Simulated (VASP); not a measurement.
Band structure of CdGeAs₂ (space group I-42d). Calculation: modified Becke-Johnson potential (mBJ), VASP's PBE PAW potentials (set 64) (plane waves; VASP).

mBJ is a potential without an energy functional, so only the levels count.

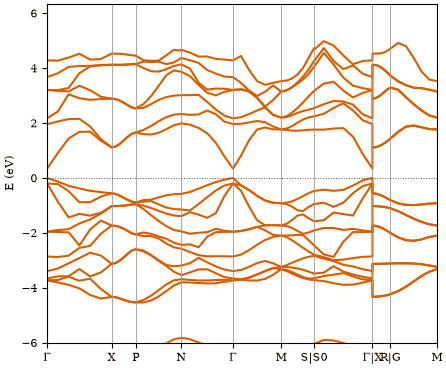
Figure: Bands along high-symmetry lines, zero at the valence-band maximum or, without a gap, the Fermi level

Question: Read the plot: is there a gap, and where are the band edges?

Answer: The gap is direct, 0.34 eV, from the valence maximum at Γ to the conduction minimum at Γ.

The structure comes from a computed database's CdGeAs2 entry (I-42d); how it stands against other phases isn't given here. It was relaxed first. The cell's shape comes from a PBE relaxation.
